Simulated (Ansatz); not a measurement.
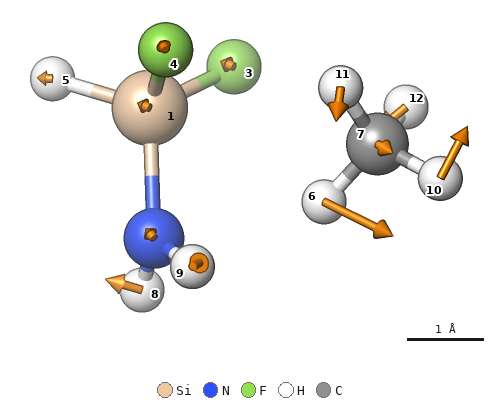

This is a relaxation of CH$_{7}$F$_{2}$NSi. The starting structure is drawn; orange arrows show the displacements, at their true length. The two geometries are superimposed by the best rigid fit.

Style: ball-and-stick. Shown at a tilt.

The run prepares an end point of a later path (reaction) calculation, from a guessed geometry.

Method: RKS B3LYP-D4/def2-SVP in Ansatz.

The input:
```yaml
crystal:
  periodic: [false, false, false]
  atoms:
    - { symbol: Si, position_ang: [-1.299282, -0.26688, 0.690625] }
    - { symbol: "N", position_ang: [0.184094, -0.657262, 1.564432] }
    - { symbol: F, position_ang: [-1.422301, -0.907792, -0.79019] }
    - { symbol: F, position_ang: [-1.368395, 1.339813, 0.540649] }
    - { symbol: H, position_ang: [-2.487263, -0.756174, 1.41617] }
    - { symbol: H, position_ang: [1.123314, -0.044115, -0.47383] }
    - { symbol: C, position_ang: [0.996778, 0.58017, -1.351822] }
    - { symbol: H, position_ang: [0.417464, -1.610762, 1.821117] }
    - { symbol: H, position_ang: [0.993142, -0.047755, 1.539077] }
    - { symbol: H, position_ang: [1.976211, 0.964111, -1.675833] }
    - { symbol: H, position_ang: [0.336113, 1.42872, -1.122623] }
    - { symbol: H, position_ang: [0.549923, -0.022074, -2.157771] }
basis:
  gaussian: { orbitals: def2-SVP }
hamiltonian:
  xc: b3lyp
  dispersion: d4
relax:
  f_tol: 0.03
  max_steps: 50
output:
  orbitals: {}
```

Command:
```bash
ansatz run input.yaml --threads 2 --pin off --max-ram 3072MiB --backend cpu --events-out ev --progress --plain --runs-dir out
```

Q: Atoms of which element are displaced furthest, and by how much?

A: Hydrogen: up to 1.17 Å, against 0.31 Å for carbon.

Q: What happened in the run?

A: The largest move after the best rigid fit is that of H6, 1.17 Å. By element the largest moves are H 1.17 Å, C 0.31 Å, F 0.24 Å, Si 0.21 Å, N 0.21 Å. Near-neighbour distances that change, for instance: Si1–N2 1.765 → 1.696 Å, H6–C7 1.085 → 1.100 Å, Si1–F3 1.618 → 1.624 Å. Among the angles between lasting bonds that change: F3–Si1–F4 107.8° → 103.8°, F3–Si1–H5 104.9° → 107.7°. Groups turn about Si1–N2 by about 25°. Over 20 accepted moves (25 points after the start) the energy falls by 0.248 eV. The largest force component goes from 1.5 to 0.0098 eV/Å. The line search rejected the trial steps at points 6, 8, 14, 17, 20 of the run. The forces were under the threshold at step 9, but the run went on from there. The run took 120 s on 2 threads of Arm Neoverse N1 (shared host), peak memory 0.24 GiB.
